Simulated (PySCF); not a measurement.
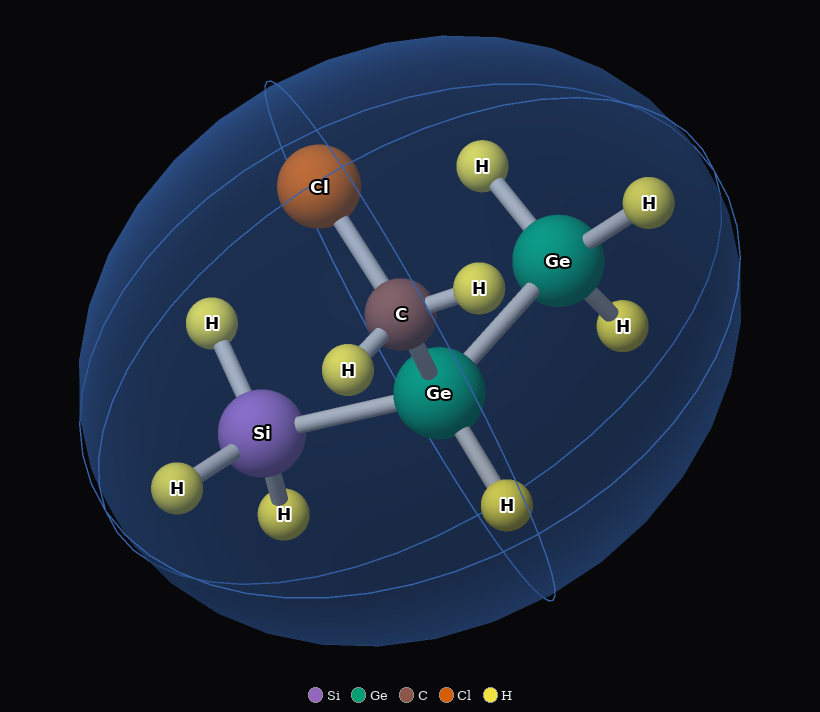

The ellipsoid shows the static dipole polarisability: its half-axes are proportional to the principal values. The geometry was computed by an optimisation with PBE0-D3(BJ)/def2-SVP. No frequency run is at hand to confirm it as a minimum. Method: ωB97X-D/def2-SVPD (PySCF 2.14.0).

> Give the principal values, the mean and the anisotropy.

Principal values 111.8, 120.2, 135.9 bohr³; mean 122.6 bohr³ (18.17 Å³); anisotropy 21.2 bohr³, so the longest axis is 1.22 times the shortest.
